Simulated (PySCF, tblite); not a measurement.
# C7H4F2O: dynamics, then NMR shifts on frames, part 2 of 2

tblite 0.8.0 and PySCF 2.14.0. Atoms count from 0. The steps go on from the part before.

## 6. Shielding tensors: 800 fs, PBE0/pcSseg-1

What the job is given:

```
{"job": {"kind": "nmr", "xc": "PBE0", "basis": "pcSseg-1", "pop": false}, "charge": 0, "multiplicity": 1}
C      3.893200    -1.527400     0.343800
C      2.873900    -0.945000     0.579900
C      1.666300    -0.173000     0.760500
O      1.661400     0.745700     1.522600
C      0.497500    -0.808700     0.045300
C     -0.866300    -0.400600     0.379000
C     -2.010100    -0.212200     0.728200
C     -3.322700     0.373900     0.713100
F     -3.591900     1.248400    -0.280600
F     -3.579000     1.107900     1.881600
H      4.773300    -2.031100     0.153700
H      0.694100    -0.672200    -1.016500
H      0.525200    -1.909200     0.111400
H     -4.093200    -0.395100     0.687200
```

With the program's defaults for keys left out, this is: GIAO PBE0/pcSseg-1 NMR shielding, non-relativistic, gas phase.

Standard output:

```text
coarse grid: 13344 points
cycle   1  E = -542.9419834240  dE =  1.784e+00  |g| = 1.062e+00  |ddm| = 3.910e+00
cycle   2  E = -542.4015109404  dE =  5.405e-01  |g| = 2.009e+00  |ddm| = 3.428e+00
cycle   3  E = -543.1385848184  dE = -7.371e-01  |g| = 3.004e-01  |ddm| = 2.614e+00
cycle   4  E = -543.1550889512  dE = -1.650e-02  |g| = 1.105e-01  |ddm| = 3.542e-01
cycle   5  E = -543.1567864104  dE = -1.697e-03  |g| = 4.488e-02  |ddm| = 1.170e-01
cycle   6  E = -543.1571567408  dE = -3.703e-04  |g| = 1.814e-02  |ddm| = 4.766e-02
cycle   7  E = -543.1572336002  dE = -7.686e-05  |g| = 4.467e-03  |ddm| = 1.494e-02
cycle   8  E = -543.1572374618  dE = -3.862e-06  |g| = 1.338e-03  |ddm| = 4.410e-03
final grid: 134360 points
cycle   9  E = -543.2425411927  dE = -2.755e-05  |g| = 1.264e-02  |ddm| = 4.989e-02
cycle  10  E = -543.2424541784  dE =  8.701e-05  |g| = 2.516e-02  |ddm| = 3.223e-02
cycle  11  E = -543.2425708613  dE = -1.167e-04  |g| = 2.348e-03  |ddm| = 2.268e-02
cycle  12  E = -543.2425719062  dE = -1.045e-06  |g| = 6.623e-04  |ddm| = 2.375e-03
cycle  13  E = -543.2425719695  dE = -6.331e-08  |g| = 3.215e-04  |ddm| = 7.407e-04
cycle  14  E = -543.2425719929  dE = -2.334e-08  |g| = 1.124e-04  |ddm| = 2.837e-04
cycle  15  E = -543.2425719954  dE = -2.591e-09  |g| = 1.348e-05  |ddm| = 8.700e-05
cycle  16  E = -543.2425719955  dE = -2.751e-11  |g| = 5.548e-06  |ddm| = 1.824e-05
converged SCF energy = -543.2425719955

GIAO shielding tensors (ppm)
atom      isotropic    diamagn.    paramagn.     s11        s22        s33       span
  0 C      101.720     254.921    -153.200     39.075     49.812    216.275    177.200
  1 C      101.505     261.568    -160.063     -2.938     13.161    294.292    297.230
  2 C        9.200     238.599    -229.399    -95.362     26.758     96.203    191.565
  3 O     -357.443     398.313    -755.756   -965.108   -488.436    381.216   1346.324
  4 C      149.981     254.924    -104.943    124.502    133.118    192.323     67.821
  5 C       84.986     258.354    -173.368     -3.059     17.051    240.965    244.023
  6 C      101.434     268.628    -167.194      3.413     25.652    275.236    271.822
  7 C       75.092     232.676    -157.584     55.961     65.964    103.351     47.390
  8 F      282.604     474.469    -191.865    152.889    329.465    365.457    212.568
  9 F      282.296     471.200    -188.904    123.233    351.457    372.199    248.966
 10 H       29.691      32.838      -3.148     25.431     25.923     37.719     12.288
 11 H       28.157      30.255      -2.098     24.039     28.771     31.660      7.622
 12 H       27.385      27.933      -0.548     22.170     27.798     32.186     10.015
 13 H       25.616      25.012       0.604     23.030     24.166     29.652      6.622
```

It took 39 s on 1 thread of Arm Neoverse V1, shared host; peak memory 0.88 GiB.

This run: δ C2 177.7, C7 111.8, C5 101.9, C6 85.5, H13 6.10, H12 4.33 ppm.

## 7. Shielding tensors: 1000 fs, PBE0/pcSseg-1

What the job is given:

```
{"job": {"kind": "nmr", "xc": "PBE0", "basis": "pcSseg-1", "pop": false}, "charge": 0, "multiplicity": 1}
C      3.852800    -1.252600     0.499500
C      2.737300    -0.839600     0.511500
C      1.504900    -0.354100     0.846500
O      1.290800     0.459900     1.702200
C      0.365700    -1.028300     0.068100
C     -0.939000    -0.560000     0.486100
C     -1.974000    -0.105200     0.863500
C     -3.216900     0.540400     1.213000
F     -3.894400     1.046600     0.139000
F     -2.997000     1.624000     1.891300
H      4.759700    -1.786400     0.573400
H      0.540000    -0.854500    -1.107600
H      0.517200    -2.096100     0.149600
H     -3.832600    -0.095000     1.836100
```

Level: GIAO PBE0/pcSseg-1 NMR shielding, non-relativistic, gas phase.

Standard output:

```text
coarse grid: 13344 points
cycle   1  E = -542.9388542446  dE =  1.986e+00  |g| = 1.046e+00  |ddm| = 4.052e+00
cycle   2  E = -542.3875071290  dE =  5.513e-01  |g| = 1.982e+00  |ddm| = 4.306e+00
cycle   3  E = -543.1225408533  dE = -7.350e-01  |g| = 3.498e-01  |ddm| = 3.459e+00
cycle   4  E = -543.1462664848  dE = -2.373e-02  |g| = 9.999e-02  |ddm| = 4.604e-01
cycle   5  E = -543.1475577405  dE = -1.291e-03  |g| = 4.490e-02  |ddm| = 1.291e-01
cycle   6  E = -543.1479379503  dE = -3.802e-04  |g| = 1.674e-02  |ddm| = 5.241e-02
cycle   7  E = -543.1480013023  dE = -6.335e-05  |g| = 4.491e-03  |ddm| = 1.432e-02
cycle   8  E = -543.1480051849  dE = -3.883e-06  |g| = 1.274e-03  |ddm| = 5.113e-03
final grid: 134360 points
cycle   9  E = -543.2329567025  dE = -2.237e-05  |g| = 1.290e-02  |ddm| = 6.144e-02
cycle  10  E = -543.2328542626  dE =  1.024e-04  |g| = 2.669e-02  |ddm| = 4.420e-02
cycle  11  E = -543.2329877313  dE = -1.335e-04  |g| = 2.205e-03  |ddm| = 3.136e-02
cycle  12  E = -543.2329886590  dE = -9.277e-07  |g| = 5.551e-04  |ddm| = 2.779e-03
cycle  13  E = -543.2329887018  dE = -4.284e-08  |g| = 2.767e-04  |ddm| = 7.088e-04
cycle  14  E = -543.2329887187  dE = -1.685e-08  |g| = 9.948e-05  |ddm| = 2.747e-04
cycle  15  E = -543.2329887207  dE = -2.034e-09  |g| = 1.640e-05  |ddm| = 9.178e-05
cycle  16  E = -543.2329887208  dE = -3.342e-11  |g| = 1.150e-05  |ddm| = 2.338e-05
converged SCF energy = -543.2329887208

GIAO shielding tensors (ppm)
atom      isotropic    diamagn.    paramagn.     s11        s22        s33       span
  0 C       88.503     257.428    -168.925     29.200     34.278    202.030    172.830
  1 C      104.966     257.883    -152.917     -4.358     18.015    301.241    305.600
  2 C        5.287     241.392    -236.104    -93.391      3.250    106.004    199.395
  3 O     -386.265     400.481    -786.747  -1034.825   -499.307    375.336   1410.161
  4 C      141.807     258.370    -116.562    116.675    127.482    181.265     64.590
  5 C       99.965     252.376    -152.411     20.220     26.293    253.381    233.160
  6 C       98.136     266.673    -168.537      8.414     21.222    264.772    256.357
  7 C       82.385     237.398    -155.013     65.900     72.807    108.450     42.550
  8 F      286.332     473.875    -187.543    145.144    354.310    359.543    214.399
  9 F      311.715     472.777    -161.062    201.810    316.433    416.902    215.092
 10 H       28.203      31.624      -3.421     24.029     25.233     35.346     11.317
 11 H       25.907      27.796      -1.889     21.446     26.581     29.694      8.248
 12 H       28.306      28.387      -0.082     24.261     28.473     32.183      7.922
 13 H       25.751      25.957      -0.206     22.828     24.315     30.110      7.282
```

It took 38 s on 1 thread of Arm Neoverse V1, shared host; peak memory 0.88 GiB.

Key values: δ C2 181.6, C7 104.5, C0 98.4, C6 88.8, H13 5.97, H11 5.81 ppm.

## 8. Side by side: NMR shifts

Shifts (ppm) of some atoms, chosen among heavy atoms and hydrogens apart, with basis size and wall time:

```
  frame     C0     C5   H11   H10     O3      F9      F8  functions  time
 250 fs   96.0   94.0  3.76  2.71  703.4  -112.3  -131.0        190  50 s
 425 fs   96.1   85.5  3.95  4.62  684.0  -134.8  -116.2        190  45 s
 625 fs  101.8   94.7  3.97  3.86  740.2  -115.4   -86.5        190  33 s
 800 fs   85.2  101.9  3.56  2.03  693.5  -111.4  -111.7        190  39 s
1000 fs   98.4   87.0  5.81  3.51  722.3  -140.8  -115.4        190  38 s
```

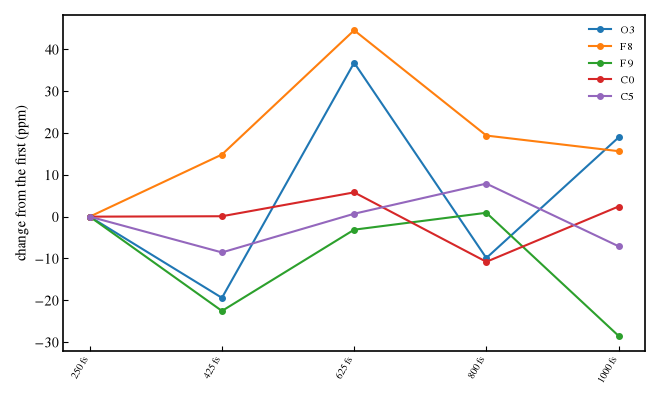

How five of the tabulated atoms move from run to run.

## 9. Summary of results

This closing draws on all 2 parts.

| quantity | value |
| --- | --- |
| thermostat | 300 K |
| mean temperature, second half | 280 K |
| mean potential energy above the minimum | 0.47 eV |
| 13C shifts against TMS (PBE0/pcSseg-1, 250 fs) | 180.7, 112.0, 96.0, 94.0, 87.5, 81.8, 46.3 ppm |
| 1H shifts against TMS (PBE0/pcSseg-1, 250 fs) | 6.33, 3.86, 3.76, 2.71 ppm |
| 17O shifts against H2O (PBE0/pcSseg-1, 250 fs) | 703.4 ppm |
| 19F shifts against CFCl3 (PBE0/pcSseg-1, 250 fs) | -112.3, -131.0 ppm |
| surface potential, 1st and 99th percentile | -1.45 V and 2.01 V |
| range of the shift of O3 | 684.0 to 740.2 ppm |

In the second half the potential energy averages 0.47 eV above the minimum; equipartition over 36 harmonic modes at 300 K would give 0.47 eV. With 14 atoms the temperature swings widely (145 to 442 K). Shifts at one fixed geometry are not the observed spectrum, which averages over the motion. In the first frame run (250 fs): Shielding is most anisotropic at O3 (span 1414 ppm, paramagnetic term -769 ppm). At PBE0/pcSseg-1, counted by nearest atom on the grid, the HOMO lies on O3 38 %; C6 17 %, the LUMO on C2 30 %; O3 25 %. In ppm, O3 moves most: its shift spreads over 56.2 ppm, from 684.0 (425 fs) to 740.2 (625 fs).
